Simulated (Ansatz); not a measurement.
# UB2PLYP/aug-cc-pVDZ run of CH3BCl (SMILES C[B]Cl)

Aim: the electronic atomisation energy of CH3BCl at UB2PLYP/aug-cc-pVDZ, from 5 runs. 

The results are computed with Ansatz 0.2.0.

70 further runs of the same task are left out: 70 set aside as unsound or not needed.

### Step 1. The structure to begin with

The species is CH3BCl (6 atoms), meant as a doublet with charge 0. SMILES: `C[B]Cl`. Geometry: relaxed at PBE0-D4/def2-TZVP.

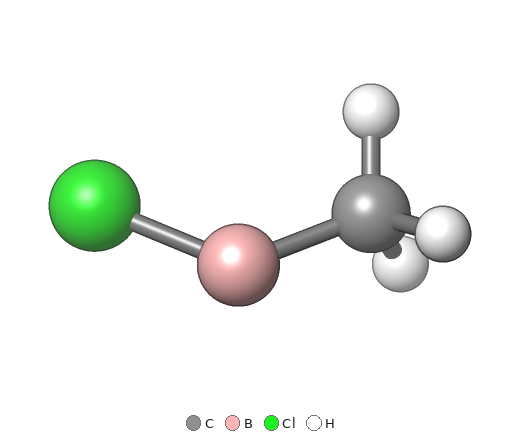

Viewed from a chosen angle; carbon grey, boron pink, chlorine green, hydrogen white.

### Step 2. A single-point energy at UB2PLYP/aug-cc-pVDZ

The input, in.yaml:

```yaml
crystal:
  periodic: [false, false, false]
  atoms:
    - symbol: C
      position_ang: [-0.289900, 0.325200, -0.312400]
    - symbol: B
      position_ang: [0.195300, -1.059500, 0.167700]
    - symbol: Cl
      position_ang: [1.467800, -1.355700, 1.297800]
    - symbol: H
      position_ang: [-1.073500, 0.641700, 0.390700]
    - symbol: H
      position_ang: [0.494200, 1.088800, -0.289700]
    - symbol: H
      position_ang: [-0.752000, 0.295400, -1.300400]
basis:
  gaussian:
    orbitals: aug-cc-pVDZ
output: {orbitals: {seedname: orbitals}}
magnetization:
  spin_polarized: true
  initial_magnetization: 1
hamiltonian:
  xc: {name: B2PLYP}
correlation:
  frozen_orbitals: {B: 1, C: 1, Cl: 5, H: 0}
accuracy: high
```

Run with:

```
$ ansatz run in.yaml --threads 1 --pin off --max-ram 3480MiB --events-out events.jsonl --progress --plain --runs-dir runs
```

The program printed:

```text
Warning: RAYON_NUM_THREADS=1 ignored (pool sized by the plan → 1); use --threads N
Functional definition: B2PLYP
  name "B2PLYP"
  parameter a = 0.53
  parameter c = 0.27
  exchange = (1 - a)*b88_x + a*exact_x
  correlation = (1 - c)*lyp_c + c*(mp2_os + mp2_ss)
1975 factors; integrals over basis functions are off by at most 3.8e-9 eV
mean field evaluation 1: about -14271.0729 eV, gradient 2.8e1 eV
mean field evaluation 2: about -14271.0720 eV, gradient 2.8e1 eV
mean field evaluation 4: about -14275.0836 eV, gradient 1.8e0 eV
mean field evaluation 8: about -14275.1200 eV, gradient 9.4e-2 eV
mean field evaluation 16: about -14275.1202 eV, gradient 3.2e-4 eV
mean field -14275.12015405 eV, -524.6009896375 hartree, gradient 2.2e-8 eV, S^2 0.752787; 0 other end points of the search recorded, 0 dependent functions left out
7 core orbitals not correlated: weight in the atoms' cores, before any rotation towards them, 1.000 or more for the frozen orbitals, at most 0.000 for the correlated occupied ones
reference -14275.12018111 eV, -524.6009906319 hartree; 9, 8 occupied and 84, 85 virtual orbitals, 1975 factors
second order -12.00313065 eV of doubles, -0.00000000 eV of singles
Total energy: -14278.36102639 eV, -524.7200894990 hartree
```

Wall time 16 s (1 thread of Arm Neoverse V1, shared host); peak memory 0.38 GiB.

### Step 3. The B atom, same level

The input, input.yaml:

```yaml
crystal:
  periodic: [false, false, false]
  atoms:
    - {symbol: B, position_ang: [0.000000, 0.000000, 0.000000]}
basis:
  gaussian:
    orbitals: aug-cc-pVDZ
magnetization:
  spin_polarized: true
  initial_magnetization: 1
hamiltonian:
  xc: {name: B2PLYP}
correlation:
  frozen_orbitals: {B: 1}
accuracy: high
```

Run the same way, it converges to -24.63149 Eh (log not shown).

### Step 4. The C atom

The input, job.yaml:

```yaml
crystal:
  periodic: [false, false, false]
  atoms:
    - {symbol: C, position_ang: [0.000000, 0.000000, 0.000000]}
basis:
  gaussian: {orbitals: aug-cc-pVDZ}
magnetization: {spin_polarized: true, initial_magnetization: 2}
hamiltonian: {xc: {name: B2PLYP}}
correlation: {frozen_orbitals: {C: 1}}
accuracy: high
```

Run the same way, it converges to -37.81843 Eh (log not shown).

### Step 5. The Cl atom

The input, input.yaml:

```yaml
crystal:
  periodic: [false, false, false]
  atoms:
    - symbol: Cl
      position_ang: [0.000000, 0.000000, 0.000000]
basis:
  gaussian:
    orbitals: aug-cc-pVDZ
hamiltonian:
  xc: {name: B2PLYP}
magnetization:
  spin_polarized: true
  initial_magnetization: 1
correlation:
  frozen_orbitals: {Cl: 5}
accuracy: high
```

Run the same way, it converges to -460.00549 Eh (log not shown).

### Step 6. The H atom, same level

The input, input.yaml:

```yaml
crystal:
  periodic: [false, false, false]
  atoms:
    - {symbol: H, position_ang: [0.000000, 0.000000, 0.000000]}
basis:
  gaussian:
    orbitals: aug-cc-pVDZ
magnetization:
  spin_polarized: true
  initial_magnetization: 1
hamiltonian:
  xc: {name: B2PLYP}
correlation:
  frozen_orbitals: {H: 0}
accuracy: high
```

Run the same way, it converges to -0.49815 Eh (log not shown).

### Step 7. What came out

Level: UB2PLYP/aug-cc-pVDZ, 7 core orbitals frozen.

| quantity | value |
| --- | --- |
| molecule: total energy | -524.72009 Eh |
| molecule: HOMO energy (SCF part's orbitals) (highest over α and β) | -6.89 eV |
| molecule: LUMO energy (SCF part's orbitals) (lowest over α and β) | -0.41 eV |
| molecule: ⟨S²⟩ | 0.753 |
| B atom: total energy | -24.63149 Eh |
| B atom: ⟨S²⟩ | 0.756 |
| C atom: total energy | -37.81843 Eh |
| C atom: ⟨S²⟩ | 2.005 |
| Cl atom: total energy | -460.00549 Eh |
| Cl atom: ⟨S²⟩ | 0.754 |
| H atom: total energy | -0.49815 Eh |
| H atom: ⟨S²⟩ | 0.750 |
| electronic atomisation energy | 20.959 eV |

Taking the molecule apart into free atoms costs 20.96 eV (483 kcal/mol), before zero-point energy and without spin-orbit coupling.
